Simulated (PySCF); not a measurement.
**C₂H₆Zn, SMILES `C[Zn]C`: what the electrons do**

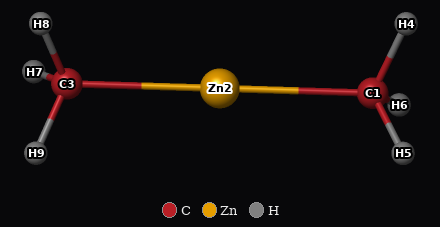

The molecule, with its atoms numbered as below. No frequency check shows the geometry to be a minimum.

Coordinates in Å:

```
C1       2.0420   -0.0014   -0.0002
Zn2     -0.0000    0.0007   -0.0000
C3      -2.0420   -0.0014   -0.0002
H4       2.4446   -0.1349    1.0009
H5       2.4446   -0.7999   -0.6159
H6       2.4446    0.9328   -0.3834
H7      -2.4445    1.0039   -0.0974
H8      -2.4445   -0.4181    0.9195
H9      -2.4445   -0.5877   -0.8204
```

Part 1: Bonding charge

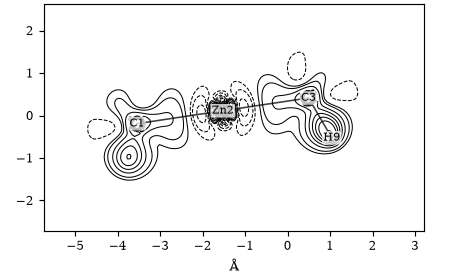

Deformation density (molecule less spherical, spin-averaged free atoms) in the plane of C1, Zn2, C3 and H9; contours at ±0.05 to ±0.8 e/Å³; solid lines: gain, dashed lines: loss.

Computed with PySCF, B3LYP/def2-SVPD, geometry: GFN2-xTB.

**Describe the bonding that the map shows.**

C3–H9: +0.63 e/Å³ at the bond critical point (bond length 1.09 Å). Zn2–C3 and C1–Zn2: +0.11 e/Å³ at the bond critical point (bond length 2.04 Å). In all, 1.8 electrons gather in the regions of gain relative to the promolecule. A small or negative value marks a very polar bond, one between electron-rich atoms, whose free-atom densities already overlap strongly, a long bond to a heavier atom, or a closed-shell contact such as a hydrogen bond.

Part 2: Electrostatic potential

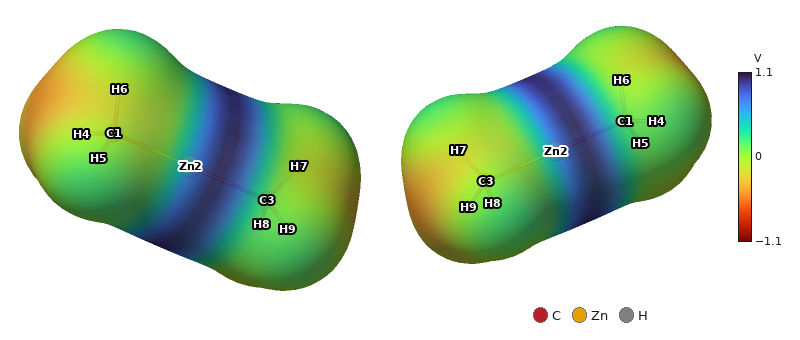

Electrostatic potential on the surface of electron density 0.001 a.u. (back view left, front view right).

**Where are the extremes of the potential on the surface?**

Highest: 1.04 V, 2.0 Å from Zn2, and at like points elsewhere. Further maxima include 0.22 V, 1.4 Å from H9, and at like points elsewhere. Lowest: −0.46 V, near H5 (1.95 Å), H6 (1.95 Å), H4 (1.97 Å) and C1 (2.08 Å), and at like points elsewhere. The surface is sampled at points, so like sites can differ by a few per cent and only the strongest of them is named.

**What volume does the surface enclose, and what is the dipole moment?**

About 99 Å³; the dipole moment is 0.0 D.

Part 3: In an electric field

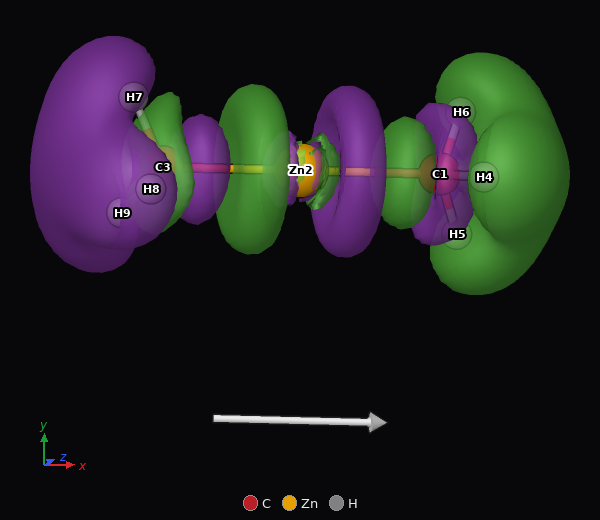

Change of the electron density in a uniform field of 0.21 V/Å along +x (arrow), surfaces at ±0.001 e/Å³ (purple: gain, green: loss).

Level of theory: B3LYP/def2-SVPD (PySCF), at a geometry from GFN2-xTB.

**What dipole is induced, and what polarisability does it imply?**

The induced dipole is 0.80 D (along the field); α along this axis, from the fields in both directions, is 79 bohr³ (11.7 Å³).

**Which atoms gain and lose the most charge?**

Electrons gather most on C3 (Hirshfeld charge changes by −0.008 e) and leave C1 most (+0.008 e); 0.055 electrons are displaced in all.

Part 4: Removing or adding an electron

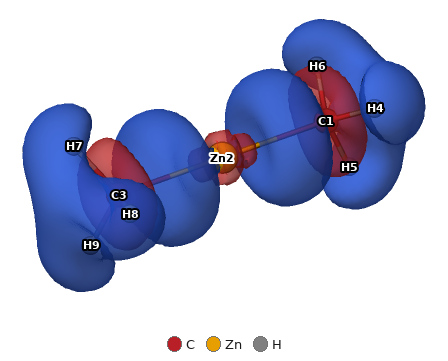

Fukui function f⁻ = ρ(N) − ρ(N−1) at fixed geometry, surfaces at ±0.015 e/Å³ (blue positive, red negative).

PySCF calculation, B3LYP/def2-SVPD, gas phase; geometry: GFN2-xTB.

**Which atoms respond most to the removal of an electron?**

f⁻ (Hirshfeld-condensed) is largest on Zn2 (0.21) and C1 and C3 (0.17 each); the vertical ionisation energy is 9.15 eV. Condensed values hint at sites of electrophilic attack but needn't mark the atom that reacts. Shares this close don't rank the sites. Orbital relaxation makes it negative in places (0.17 e in all).

| atom | f⁻ | charge |
| --- | --- | --- |
| C1 | +0.17 | −0.27 |
| Zn2 | +0.21 | +0.46 |
| C3 | +0.17 | −0.27 |
| H4 | +0.07 | +0.01 |
| H5 | +0.07 | +0.01 |
| H6 | +0.07 | +0.01 |
| H7 | +0.07 | +0.01 |
| H8 | +0.07 | +0.01 |
| H9 | +0.07 | +0.01 |

The PySCF runs shown took 12 s, 29 s and 2.8 min on 1 thread of Intel(R) Xeon(R) Platinum 8259CL CPU @ 2.50GHz (Skylake/Cascade Lake) (shared host).
